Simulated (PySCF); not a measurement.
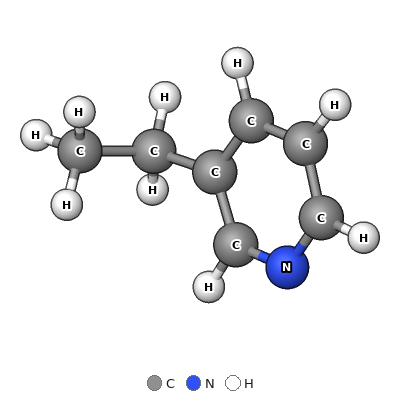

Geometry used (C₇H₉N, SMILES CCc1cccnc1).

Simulated rotational absorption lines between 6 and 18 GHz at 1.5 K: rigid rotor with the equilibrium constants and dipole of one optimised conformer (PBE0-D3(BJ)/def2-SVP, PySCF), commonest isotopes; no centrifugal distortion, hyperfine structure, internal rotation or nuclear-spin weights; lines within 1 MHz of each other are summed.

Q: What are the rotational constants, and what kind of rotor is it?

A: Rotational constants A, B, C = 4.661, 1.490, 1.240 GHz; Ray's κ = −0.85, an asymmetric top on the prolate side.

Q: Which dipole components drive the lines?

A:
|μa|, |μb|, |μc| = 1.53, 1.84, 0.19 D; b-type lines carry 56 % of the intensity in this range.

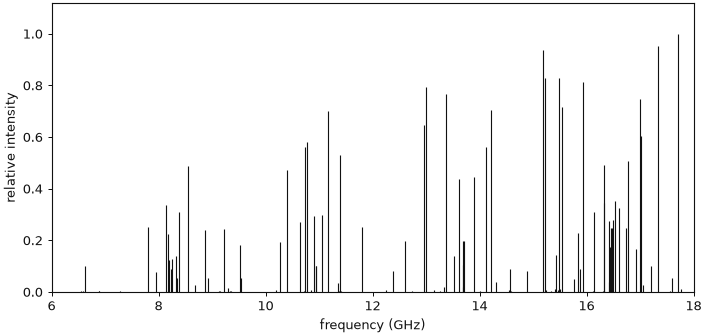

Caveats: coarse grid, loose stop and no frequency check, small forces are noise and the end may be a saddle.
